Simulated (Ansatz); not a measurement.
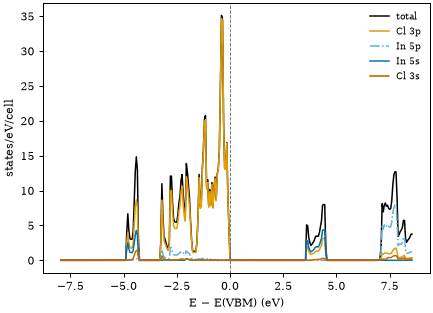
Figure. Total and projected density of states of InCl₃ in space group P6_3/mmc (No. 194; In on 2d, Cl on 6h), DFT-r²SCAN in the program Ansatz with PAW potentials

### Question
Which orbitals carry the states next to the gap?

### Answer
Top 1 eV of the valence band: Cl 3p 99 %. Bottom 1 eV of the conduction band: In 5s 56 %, Cl 3p 39 %. Projections are on Löwdin-orthogonalised atomic valence shells; empty p or d shells of many metals are not among them.

### Question
Where is the tallest occupied peak in this window, and what makes it?

### Answer
Near -0.4 eV, about 35 states/eV per cell; the largest projected share is Cl 3p.

The workflow started from a Materials Project entry (that database holds measured and hypothetical structures alike); the Crystallography Open Database copy checked does not list it. COD files the formula under space group No. 12, so this cell is another polymorph or a model. Whether it is the stable phase at ambient conditions was not checked. The r²SCAN relaxation kept the symmetry of its start; its stability against distortions is not shown here. A crystal of weakly bound chains computed without a dispersion correction: the cell and the soft elastic constants depend strongly on that. Scalar-relativistic: spin–orbit coupling is off unless named, which matters more the heavier the elements.

Potentials: the later of the program's two PAW sets.
